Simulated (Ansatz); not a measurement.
# Debugging a many-body input for TiO2 (Anatase)

What is wrong with this input for TiO2 (Anatase)?

Calculated with Ansatz 0.2.0; G0W0 on PBE, plane waves, PAW.

## 1. The structure

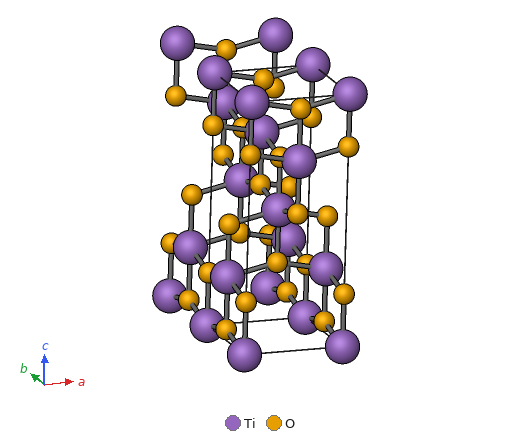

The starting structure, seen slightly off an axis (titanium purple, oxygen orange). 1×2×1 cells are drawn. This picture shows the conventional cell, with its axes. Some periodic images of atoms are drawn too.

The cell and positions come from the Crystallography Open Database and are kept as given unless a step says otherwise. The default PAW set here is soft_2. Its files were made with PBE.

## 2. First try

The input, input.yaml:

```yaml
crystal:
  lattice:
    - [-1.8921, 1.8921, 4.7573]
    - [1.8921, -1.8921, 4.7573]
    - [1.8921, 1.8921, -4.7573]
  atoms:
    - { symbol: Ti, position: [0.0, 0.0, 0.0] }
    - { symbol: Ti, position: [0.75, 0.25, 0.5] }
    - { symbol: O, position: [0.2081, 0.2081, 0.0] }
    - { symbol: O, position: [0.9581, 0.4581, 0.5] }
    - { symbol: O, position: [0.5419, 0.0419, 0.5] }
    - { symbol: O, position: [0.7919, 0.7919, 0.0] }
kpoints:
  mp_grid: { grid: [6, 6, 6] }
hamiltonian:
  xc: pbe
scf:
  occupations: { method: fixed }
gw:
  n_empty_bands: 4
  ecut_chi: 40
  qp_bands: [v2, c2]
  qp_kpoints: band_edges
  screening: { model: contour_deformation }
```

Launch:

```bash
$ ansatz run input.yaml --threads 3 --pin off --max-ram 64512MiB --backend cuda --events-out ev --progress --plain --runs-dir out --devices 1 --max-vram 24GiB  # rebuilt from the run's record
```

Numbers of over 12 decimals in the logs are rounded to 6 here.

What it wrote:

```text
GPUs: using 1 of 1 available (devices: 1).
Engine: ansatz 0.2.0, x86_64-unknown-linux-gnu
Pseudopotentials: kind: paw
Pseudopotential: Ti, paw, valence charge 12, recommended cutoff 420 eV (normal), Ti.paw.azcp
Pseudopotential: O, paw, valence charge 6, recommended cutoff 420 eV (normal), O.paw.azcp
Functional definition: PBE
  parameter kappa = 0.804
  parameter beta = 0.066725
  exchange = pbe_x(kappa = kappa, mu = beta*pi^2/3)
  correlation = pbe_c(beta = beta)
device memory: the entry about to start is reckoned to put 1.2 GiB on a device that reports 66.2 GiB free (of which the cap on the GPU budget leaves the run 24.0 GiB)
GPU FFT provider: cuFFT
GPU libraries: cuBLAS 13.8.2, cuFFT 12.4.0, cuSOLVER 12.3.4
Crystal: 6 atoms, lattice volume = 68.125 Å³
Basis set: ecut = 420 eV, 1315 PW (Γ)
Bands: 30, of which v1, the nominal top of the filled ones, is band 24 counted from 1 (23 counted from 0)
Symmetry: 16 space group operations
Space group: I41/amd (ITA 141), of the structure as read, at distance tolerance 4.1e-5 Å
k-points: 30 of 216
Non-local potential: Ti, projectors of the file, l = 0: 3, l = 1: 2, l = 2: 3, l = 3: 1
Non-local potential: O, projectors of the file, l = 0: 2, l = 1: 2, l = 2: 1
PAW form: soft (Blöchl's): semilocal exchange-correlation on the pseudo side does not see the compensation charge
PAW one-centre angular grid: Ti, 590 points (default); XC on 64 Gauss nodes
PAW one-centre angular grid: O, 110 points (default); XC on 64 Gauss nodes
Initial density: superposition of atomic densities (neutral atoms: chi_scale 0, normalization atom), corrected by the library's trained network
Initial wavefunctions: pseudopotential atomic-orbital guess
GPU buffer pool allocated for 64000 grid points (all kernels)
GPU transforms: local potential and band sums: pruned to the plane-wave sphere, on 40×40×40
Functional: x = pbe(κ = 0.804, μ = 0.219515), c = pbe(β = 0.066725)
SCF iter   1: F=—  HF=-7277.469444 eV  |F-HF|=—  |Δ(HF+E_count)|=         —  Δρ=3.44e-3  dr2=3.18e-3  ethr=1.77e-3  ⟨swp⟩=4.1  Hψ=3412  notcnv=0  defer=78
preconditioner: auto → none  [insulator: Δε(μ)=2.183 eV  Ē_g=9.668 eV  n_scr=14 (ndim 8)  ℏωp=25.4 eV  f_vac=0.102  ε∞_Penn≈7.9]
SCF iter   2: F=—  HF=-7277.471126 eV  |F-HF|=—  |Δ(HF+E_count)|=   1.68e-3  Δρ=2.66e-3  dr2=3.64e-3  ethr=6.63e-6  ⟨swp⟩=3.2  Hψ=1878  notcnv=0  defer=120
SCF iter   3: F=—  HF=-7277.470946 eV  |F-HF|=—  |Δ(HF+E_count)|=   1.80e-4  Δρ=1.46e-3  dr2=9.74e-4  ethr=6.63e-6  ⟨swp⟩=2.0  Hψ=1371  notcnv=0  defer=120
SCF iter   4: F=—  HF=-7277.471071 eV  |F-HF|=—  |Δ(HF+E_count)|=   1.25e-4  Δρ=5.98e-4  dr2=1.55e-4  ethr=2.03e-6  ⟨swp⟩=2.0  Hψ=1204  notcnv=0  defer=120
SCF iter   5: F=—  HF=-7277.471109 eV  |F-HF|=—  |Δ(HF+E_count)|=   3.85e-5  Δρ=1.19e-4  dr2=5.70e-6  ethr=3.22e-7  ⟨swp⟩=2.0  Hψ=1120  notcnv=0  defer=64
SCF iter   6: F=-7277.471112 eV  HF=-7277.471112 eV  |F-HF|=4.60e-9  |Δ(HF+E_count)|=   2.67e-6  Δρ=1.17e-5  dr2=5.25e-8  ethr=2.08e-10  ⟨swp⟩=7.8  Hψ=3764  notcnv=0
SCF 1 converged in 6 iterations: F = -7277.471112 eV  dr2 = 5.25e-8
[...]
device memory: the entry about to start is reckoned to put 1.3 GiB (of the 1.4 GiB reckoned in all, the device holds 0.1 GiB already) on a device that reports 66.1 GiB free (of which the cap on the GPU budget leaves the run 23.9 GiB)
NSCF: frozen V_eff on 30 k-points, pencils in batches of 32, up to order 120
[...]
device memory: the entry about to start is reckoned to put 1.2 GiB on a device that reports 66.0 GiB free (of which the cap on the GPU budget leaves the run 24.0 GiB)
NSCF: frozen V_eff on 30 k-points, pencils in batches of 32, up to order 132
G₀W₀ screening: q 1/30
[... further progress lines ...]
device memory: the entry about to start is reckoned to put 0.6 GiB on a device that reports 62.0 GiB free (of which the cap on the GPU budget leaves the run 24.0 GiB)
NSCF: frozen V_eff on 1 k-points
[...]
k-point 0: bands = [... 20 lower, 6.5768, 6.5768, 6.8603, 6.8603, 9.4571, 10.1979, 11.3381, 11.3381, ... 2 higher]
  k-point 1: bands = [... 20 lower, 5.9961, 6.1682, 6.6813, 7.0711, 10.2981, 10.3998, 10.5942, 11.0350, ... 2 higher]
  k-point 2: bands = [... 20 lower, 5.2662, 6.3837, 6.7441, 7.2230, 10.4095, 10.6690, 10.8331, 11.1645, ... 2 higher]
  k-point 29: bands = [... 20 lower, 6.0736, 6.0736, 7.2097, 7.2097, 9.8146, 9.8146, 11.1183, 11.1183, ... 2 higher]
--- G₀W₀: contour deformation, 6 samples at zero and on the imaginary axis and 2 off it, 216 q-points, 4 empty bands' worth ---
  eigenvalues of the whole cell's RPA ε∞ on this k-mesh (on a slab, of 1 + 4πα/V) = 3.8560, 4.3546, 4.3546; static W/v taken at q = 0 is 0.236144
  gw.qp_kpoints: band_edges: 30 of 30 stored k-points solved, in 2 passes; an edge of the gap read off the rows below is read off those points alone
  `?` marks the rows in doubt; gw_qp.tsv's column doubts and the gw_qp event give each row's grounds
    ik  band        ε_KS         Σx   Σc(E_QP)       V_xc       Z   E_QP_lin       E_QP  E_QP is
     0    23      6.8603   -25.3206     4.2120   -20.3244  0.6764     6.0455     6.0760  root
     0    24      6.8603   -25.3206     4.2120   -20.3244  0.6764     6.0455     6.0760  root
     0    25      9.4571   -13.0752    -4.1622   -20.7917  0.7475    13.4708    13.0114  root ?
     0    26     10.1979   -13.4563    -5.0940   -22.1402  0.7327    14.6167    13.7878  root ?
     1    23      6.6813   -25.8880     4.2250   -20.8930  0.6851     5.8835     5.9113  root
     1    24      7.0711   -25.7413     4.1558   -20.8004  0.6878     6.2582     6.2861  root
     1    25     10.2981   -13.3669    -5.3932   -22.0988  0.7125    14.3002    13.6368  root ?
     1    26     10.3998   -14.3012    -4.2258   -21.9275  0.7443    14.4633    13.8004  root ?
     2    23      6.7441   -25.3313     4.2265   -20.3801  0.6736     5.9937     6.0194  root
     2    24      7.2230   -25.6906     4.1464   -20.7911  0.6841     6.4444     6.4699  root
     2    25     10.4095   -13.6317    -5.6210   -22.3636  0.6947    14.0663    13.5205  root ?
     2    26     10.6690   -14.7392    -5.1890   -22.8996  0.6974    14.1322    13.6404  root ?
     3    23      7.2901   -25.8087     4.1263   -20.9375  0.6876     6.5210     6.5453  root
     3    24      7.2901   -25.8087     4.1263   -20.9375  0.6876     6.5210     6.5453  root
     3    25     10.6937   -13.8838    -5.8736   -22.7148  0.6802    14.1835    13.6511  root ?
     3    26     10.6937   -13.8838    -5.8736   -22.7148  0.6802    14.1835    13.6511  root ?
     4    23      6.6095   -26.0100     3.8859   -21.5857  0.6951     6.0593     6.0711  root
     4    24      6.8711   -25.6509     4.1761   -20.7074  0.6855     6.0761     6.1036  root
     4    25     10.0153   -14.0527    -4.1226   -21.5349  0.7428    13.9215    13.3749  root ?
     4    26     10.3109   -13.4936    -5.1764   -22.1321  0.7245    14.5332    13.7730  root ?
     5    23      6.6821   -25.9317     4.2035   -20.9314  0.6898     5.8562     5.8852  root
     5    24      6.9221   -25.2441     4.1688   -20.3507  0.6767     6.1722     6.1975  root
     5    25     10.3804   -13.5301    -5.5059   -22.2382  0.7028    14.1707    13.5826  root ?
     5    26     10.5690   -14.2344    -5.2321   -22.6385  0.7075    14.3114    13.7409  root ?
     6    23      6.9939   -25.5034     4.1531   -20.6457  0.6806     6.2664     6.2893  root
     6    24      7.2244   -25.6823     4.1193   -20.8284  0.6852     6.4658     6.4897  root
     6    25     10.5599   -13.8956    -5.6956   -22.6166  0.6880    14.1179    13.5853  root ?
     6    26     10.7034   -14.1535    -5.5302   -22.6071  0.6877    14.1248    13.6268  root ?
[...]
27    24      6.6246   -25.8069     4.2213   -20.8826  0.6854     5.8987     5.9216  root
[...]
27    26     10.7554   -14.4295    -5.0303   -22.5164  0.7085    14.3436    13.8120  root ?
    28    23      6.7042   -25.1805     4.1431   -20.3453  0.6757     5.9888     6.0120  root
    28    24      6.7042   -25.1805     4.1431   -20.3453  0.6757     5.9888     6.0120  root
    28    25     10.3065   -13.8871    -4.7421   -21.9573  0.7280    14.2546    13.6345  root ?
    28    26     10.3065   -13.8871    -4.7421   -21.9573  0.7280    14.2546    13.6345  root ?
    29    23      7.2097   -26.1440     4.0320   -21.3790  0.6993     6.4544     6.4766  root
    29    24      7.2097   -26.1440     4.0320   -21.3790  0.6993     6.4544     6.4766  root
    29    25      9.8146   -13.2308    -4.5123   -21.4109  0.7411    14.0278    13.4823  root ?
    29    26      9.8146   -13.2308    -4.5123   -21.4109  0.7411    14.0278    13.4823  root ?
[key lines of the parts left out:]
SCF converged after 6 iterations
Free energy (F): -7277.471112 eV
Fermi energy:    7.290149 eV
```

Wall time 58 s (1 × NVIDIA H100 80GB HBM3 (shared by 3 runs) with 3 threads of AMD EPYC 7R13 (Zen 3), shared host); peak memory 1 GiB; 76 s of CPU time.

**Diagnosis.**

The run ended normally, though the input holds a fault or crude settings.

The fault: four empty bands in G0W0. The sums over empty states are cut off almost at the gap, so screening and correlation are far from complete.

It printed a gap of 6.47 eV, which is an artefact of the settings.

## 3. A better input

Now the one-shot GW correction: screening in the RPA, then the self-energy of the levels asked for.

input.yaml, as its differences from that of step 2:

```diff
@@ -19,4 +19,4 @@
 gw:
-  n_empty_bands: 4
-  ecut_chi: 40
+  n_empty_bands: 250
+  ecut_chi: 138
   qp_bands: [v2, c2]
```

What it wrote:

```text
GPUs: using 1 of 1 available (devices: 1).
[...]
GPU FFT provider: cuFFT
GPU libraries: cuBLAS 13.8.2, cuFFT 12.4.0, cuSOLVER 12.3.4
Crystal: 6 atoms, lattice volume = 68.125 Å³
Basis set: ecut = 420 eV, 1315 PW (Γ)
Bands: 30, of which v1, the nominal top of the filled ones, is band 24 counted from 1 (23 counted from 0)
[... 1 set-up line as in the run before ...]
[...]
k-points: 30 of 216
[...]
GPU buffer pool allocated for 64000 grid points (all kernels)
[...]
SCF iter   1: F=—  HF=-7277.469444 eV  |F-HF|=—  |Δ(HF+E_count)|=         —  Δρ=3.44e-3  dr2=3.18e-3  ethr=1.77e-3  ⟨swp⟩=4.1  Hψ=3412  notcnv=0  defer=78
[...]
SCF iter   6: F=-7277.471112 eV  HF=-7277.471112 eV  |F-HF|=4.60e-9  |Δ(HF+E_count)|=   2.67e-6  Δρ=1.17e-5  dr2=5.25e-8  ethr=2.08e-10  ⟨swp⟩=7.8  Hψ=3764  notcnv=0
SCF 1 converged in 6 iterations: F = -7277.471112 eV  dr2 = 5.25e-8
[...]
0    23      6.8603   -25.3206     4.6777   -20.3244  0.7015     6.5394     6.5417  root
     0    24      6.8603   -25.3206     4.6777   -20.3244  0.7015     6.5394     6.5417  root
     0    25      9.4571   -13.0752    -6.5481   -20.7917  0.7307    10.6520    10.6255  root
     0    26     10.1979   -13.4563    -7.4083   -22.1402  0.7101    11.5140    11.4735  root
     1    23      6.6813   -25.8880     4.6537   -20.8930  0.7112     6.3376     6.3400  root
     1    24      7.0711   -25.7413     4.6284   -20.8004  0.7087     6.7567     6.7587  root
     1    25     10.2981   -13.3669    -7.4557   -22.0988  0.7102    11.6151    11.5742  root
     1    26     10.3998   -14.3012    -6.4679   -21.9275  0.7108    11.5897    11.5583  root
[...]
29    23      7.2097   -26.1440     4.4895   -21.3790  0.7145     6.9327     6.9342  root
    29    24      7.2097   -26.1440     4.4895   -21.3790  0.7145     6.9327     6.9342  root
    29    25      9.8146   -13.2308    -6.9575   -21.4109  0.7213    11.0699    11.0371  root
    29    26      9.8146   -13.2308    -6.9575   -21.4109  0.7213    11.0699    11.0371  root
[key lines of the parts left out:]
SCF converged after 6 iterations
Free energy (F): -7277.471112 eV
Fermi energy:    7.290149 eV
```

Elapsed: 48 s, on 1 × NVIDIA H100 80GB HBM3 (shared by 3 runs) with 3 threads; peak memory 1.7 GiB; 84 s of CPU time.

This step gave:

```yaml
bands_summed: 274
rpa_eps_infinity_on_this_mesh_eigenvalues: 6.020, 6.569, 6.569
plane_waves_in_the_screening_matrix: 253
q_points_in_the_mesh: 216
g0w0_gap_on_the_mesh: 3.614 eV
k_of_the_valence_top: 0, 0, -0.5
k_of_the_conduction_bottom: 0, 0, 0
starting_gap_on_the_mesh: 2.167 eV
z_at_the_valence_top: 0.7086
z_at_the_conduction_bottom: 0.7307
least_direct_g0w0_gap_on_the_computed_points: 3.946 eV
```

The gap on the mesh goes from 2.17 eV to 3.61 eV, a correction of +1.45 eV. Between the two edge states, bare exchange in place of the xc potential would open the gap by 12.59 eV, and correlation takes back 11.14 eV.

## 4. Outcome

| Property | Result |
| --- | --- |
| first try | converged after 58 s |
| better run | G0W0 gap on the mesh 3.61 eV (6×6×6 mesh, 250 empty bands, screening to 138 eV) |

What this shows: The second run differs in: empty bands and screening cutoff (eV). Bands and cutoff are finite, so the gap is not at the basis limit. The miss can reach some tenths of an eV and take either sign; the mesh is an error of its own.

[Paths, hosts, dates, memory and timing lines, banners, echoed tables and standing remarks are left out of the program output.]

[Logs are printed without paths, hosts, clocks, repeated set-up lines and the standing remarks that a program may print on its own settings, such as how far it seeks lower states.]

[Runs of the session that timed out or met a known fault of the program may be left out.]

[Cells called generated may have been cut or substituted from an entry of the Crystallography Open Database or the Materials Project.]

[Hosts, paths, dates, database ids (printed as entryN), source tags and the programs' standing remarks are cut or masked in the printed files.]
